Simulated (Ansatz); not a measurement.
# A hypothetical structure for CaFeHIr, part 2 of 2

Starting from a made-up structure for CaFeHIr, the aim is the relaxed cell, its shortest contacts and, where a second run follows, its electronic structure.

Ansatz 0.2.0; DFT, PBEsol, plane-wave PAW, default files, scalar-relativistic, ferromagnetic start, cell and ions relaxed at zero pressure (the session's first sound run).

So far: Set-up; Relaxing cell and atoms. The relaxed cell has a = 3.918, c = 4.554 Å (conventional setting).

**3. Electronic structure of the relaxed cell**

A second self-consistent run takes a narrower smearing and the mesh shown in its input; the bands follow along the standard path of the relaxed lattice.

This step: DFT, PBEsol, plane-wave PAW, default files, scalar-relativistic, ferromagnetic start, bands and density of states at the relaxed cell (Ansatz 0.2.0).

File input.yaml:

```yaml
crystal:
  lattice:
    - [3.9180455855, 0.0, 0.0]
    - [-1.9590227927, 3.3931270102, 0.0]
    - [0.0, 0.0, 4.5538114806]
  atoms:
    - { symbol: Ir, position: [0.0, 0.0, 0.5112161573] }
    - { symbol: Fe, position: [0.3333333333, 0.6666666667, 0.5753155704], spin: 0.8 }
    - { symbol: Ca, position: [0.6666666667, 0.3333333333, 1.0366640725] }
    - { symbol: H, position: [0.3333333333, 0.6666666667, 0.9119041998] }
magnetization:
  spin_polarized: true
kpoints:
  mp_grid: { grid: [10, 10, 8] }
  band_path:
    path:
      - [[0.0, 0.0, 0.0], [0.5, 0.0, 0.0], [0.33333333, 0.33333333, 0.0], [0.0, 0.0, 0.0], [0.0, 0.0, 0.5], [0.5, 0.0, 0.5], [0.33333333, 0.33333333, 0.5], [0.0, 0.0, 0.5]]
      - [[0.5, 0.0, 0.5], [0.5, 0.0, 0.0]]
      - [[0.33333333, 0.33333333, 0.0], [0.33333333, 0.33333333, 0.5]]
    npoints: 8
scf:
  occupations: { method: fermi_dirac, width: 0.03 }
  n_extra_bands: 9
hamiltonian:
  xc: pbesol
  pseudopotentials: { kind: paw }
output:
  forces: true
  stress: true
  write_bands: true
  dos: { projected: true }
  write_density: true
  write_potential: true
  elf: true
  volumetric_format: npy
```

Launch:

```bash
ansatz run input.yaml --threads 4 --pin off --max-ram 8192MiB --backend cpu --events-out ev --progress --plain --runs-dir out
```

Numbers of over 12 decimals in the logs are rounded to 6 here.

Log:

```text
[...]
Crystal: 4 atoms, lattice volume = 60.540 Å³
Basis set: ecut = 420 eV, 1191 PW (Γ), exchange–correlation on 54×54×64 points (8 copies of the dense FFT grid, shifted against one another)
Bands: 31, of which v1, the nominal top of the filled ones, is band 22 counted from 1 (21 counted from 0)
Symmetry: 6 space group operations
[...]
k-points: 94 of 800 (time reversal used)
[...]
Starting moments: Σ|m| = 0.8 μB on 1 of 4 sites
[...]
SCF iter   1: F=—  HF=-18059.577956 eV  |F-HF|=—  |Δ(HF+E_count)|=         —  Δρ=7.97e-2 (↑7.97e-2 ↓5.81e-2)  dr2=1.52e1  dr2_m=2.95e-1  M=0.316 μB ∫|m|=0.352 μB  β_m=0.30  ethr=3.10e-3  ⟨swp⟩=7.2  Hψ=28003  notcnv=0
[...]
SCF iter  15: F=-18057.315525 eV  HF=-18057.315525 eV  |F-HF|=7.31e-10  |Δ(HF+E_count)|=  3.67e-10  Δρ=6.63e-7 (↑6.63e-7 ↓4.72e-7)  dr2=9.99e-10  dr2_m=1.02e-11  M=1.259 μB ∫|m|=1.483 μB  ethr=2.76e-11  ⟨swp⟩=10.5  Hψ=35157  notcnv=0
SCF 1 converged in 15 iterations: F = -18057.315525 eV  dr2 = 9.99e-10
[...]
NSCF: frozen V_eff on 75 k-points
SCF converged after 15 iterations
Magnetization: 1.2593 μB (22.6296 up, 21.3704 down)
Absolute magnetization: 1.4830 μB (∫|ρ↑−ρ↓|, with the PAW one-centre terms)
[...]
Per-site moments (μB) at R_I (Å): [(0.246914, 0.940846), (0.843066, 0.632264), (-0.010491, 0.962090), (-0.012652, 0.632264)]
Free energy (F): -18057.315525 eV
[...]
Internal energy: -18057.309332 eV  (E = F + TS)
E sigma→0 (E₀):  -18057.312428 eV
Entropy (-TS):   -0.006194 eV (-1.548 meV/atom)
Fermi energy:    12.424220 eV
[...]
--- Forces (eV/Å), atoms counted from 1 ---
  atom   1  Ir     0.00000000     0.00000000    -0.00371942
  atom   2  Fe     0.00000000    -0.00000000     0.01842982
  atom   3  Ca     0.00000000     0.00000000    -0.00209450
  atom   4  H     -0.00000000    -0.00000000    -0.01260241
  max |Σ_I F_I| component: 1.35e-5 eV/Å
--- Stress (GPa, compression-positive) ---
       -0.023065       0.000000      -0.000000
        0.000000      -0.023065      -0.000000
       -0.000000      -0.000000       0.025022
  P = ⅓ Tr σ = -0.0070 GPa (-0.070 kbar)
--- Band table (eV; the first three rows and the last of 188) ---
  k-point 0 ↑: bands = [... 18 lower, 10.6536, 10.6536, 10.7718, 11.7606, 11.7606, 12.6194, 14.6688, 15.6166, ... 5 higher]
  k-point 1 ↑: bands = [... 18 lower, 10.6294, 10.6294, 10.7913, 11.7906, 11.7906, 12.1248, 15.0462, 15.7262, ... 5 higher]
  k-point 2 ↑: bands = [... 18 lower, 10.5791, 10.5791, 10.6809, 11.4491, 11.8549, 11.8549, 15.6332, 16.0206, ... 5 higher]
  k-point 93 ↓: bands = [... 18 lower, 10.4282, 11.4132, 12.4572, 12.7391, 13.0367, 13.2403, 14.0746, 14.1938, ... 5 higher]
```

Wall time 16 s (4 threads of Arm Neoverse V2, shared host); peak memory 0.63 GiB; 61 s of CPU time.

The column dr2 measures how far the density is from self-consistency, as an energy; F and HF (Harris–Foulkes) agree once it is small.

Numbers from this step:

| Item | Value |
| --- | --- |
| free energy | -18057.3155 eV |
| energy at zero smearing | -18057.3124 eV |
| smearing term TS | 0.006194 eV |
| magnetization | 1.259 μB |
| absolute magnetization | 1.483 μB |
| site moments | 0.2469, 0.8431, -0.01049, -0.01265 μB |
| pressure | -0.007036 GPa |

bands.tsv at the labelled points (eV, zero at the Fermi level; the bands that come nearest the Fermi level along the path):

```
point  band_20_up  band_21_up  band_22_up  band_23_up  band_20_dn  band_21_dn  band_22_dn  band_23_dn
    Γ       -1.65       -0.66       -0.66        0.20       -1.03        0.20        0.20        0.43
    M       -1.19       -0.38        0.34        1.30       -0.65        0.61        0.94        1.87
    K       -0.52       -0.06        0.12        0.47       -0.16        0.46        0.84        0.87
    Γ       -1.65       -0.66       -0.66        0.20       -1.03        0.20        0.20        0.43
    A       -1.90       -1.04       -0.49       -0.49       -1.17       -0.72        0.46        0.46
    L       -0.96       -0.40        0.33        0.39       -0.85        0.56        0.72        1.00
    H       -0.41       -0.26        0.28        0.46        0.25        0.40        0.50        0.73
    A       -1.90       -1.04       -0.49       -0.49       -1.17       -0.72        0.46        0.46
    L       -0.96       -0.40        0.33        0.39       -0.85        0.56        0.72        1.00
    M       -1.19       -0.38        0.34        1.30       -0.65        0.61        0.94        1.87
    K       -0.52       -0.06        0.12        0.47       -0.16        0.46        0.84        0.87
    H       -0.41       -0.26        0.28        0.46        0.25        0.40        0.50        0.73
```

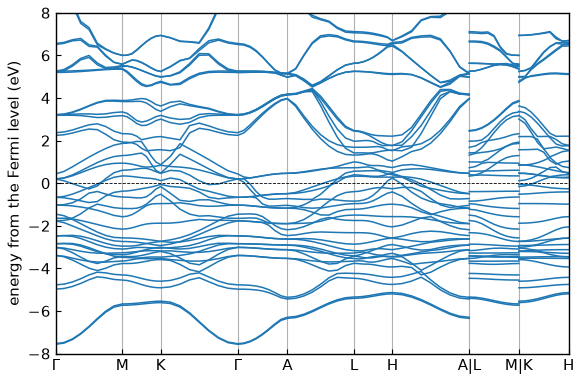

Bands along the path. 24 bands lie wholly below the window drawn.

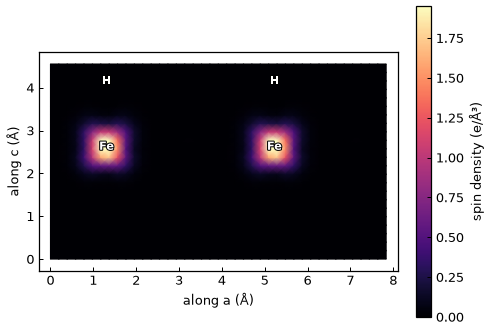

Spin density in the ac plane at fractional y = 0.667, with atoms of Fe and H within 0.2 Å of it.

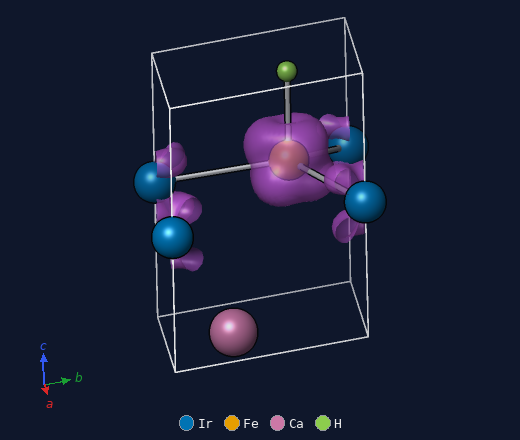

Surface of spin density = 0.1 e/Å³, which holds about 70 % of the integral of its size. Bonds to atoms that aren't drawn are left out.

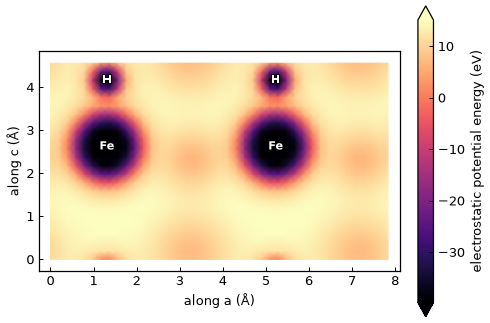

Electrostatic potential energy in the ac plane at fractional y = 0.667, with atoms of Fe and H within 0.2 Å of it. With pseudopotentials it is smooth inside the atoms' cores, unlike the true potential.

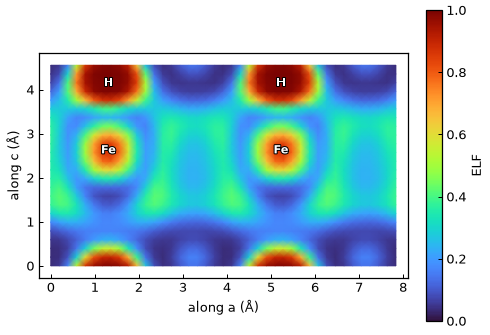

ELF in the ac plane at fractional y = 0.667, with atoms of Fe and H within 0.2 Å of it. It is the smooth field of the valence electrons, not physical close to the nuclei.

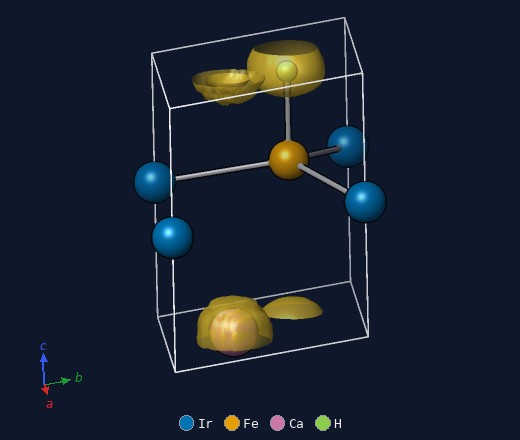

Surface of ELF = 0.85. Bonds to atoms that aren't drawn are left out.

**4. Results**

| Item | Value |
| --- | --- |
| space group, relaxed | P3m1 |
| conventional cell | a = 3.918, b = 3.918, c = 4.554 Å; α = 90.0°, β = 90.0°, γ = 120.0° |
| volume per atom | 15.14 Å³ (guess 16.27) |
| total moment | 1.26 μB in the cell of 4 atoms |

**Reading.** CaFeHIr relaxes to P3m1 with a = 3.918, b = 3.918 and c = 4.554 Å. The guessed volume was 7 % too large. The space group P3m1 was held in the relaxation, so the end point is a stationary structure within it and may be a saddle against distortions or other arrangements. The input starts from parallel moments, and no other start was typed. Bands cross the Fermi level, so it is a metal or semimetal at this level. On the 10×10×8 mesh with the narrower smearing (relaxed on 8×8×6) the largest force component is 0.018 eV/Å and the largest stress component is 0.025 GPa, against the relaxation's thresholds of 0.015 eV/Å and 0.05 GPa. The cutoff wasn't tested. Spin-orbit coupling is left out, which can matter for elements this heavy. No dispersion term is used, so weakly bound directions may come out too long. Nothing here tests whether the compound is stable against decomposition.

[Logs are printed without paths, hosts, clocks, repeated set-up lines and the standing remarks that a program may print on its own settings, such as how far it seeks lower states.]

[Hosts, paths, dates, database ids (printed as entryN), source tags and the programs' standing remarks are cut or masked in the printed files.]
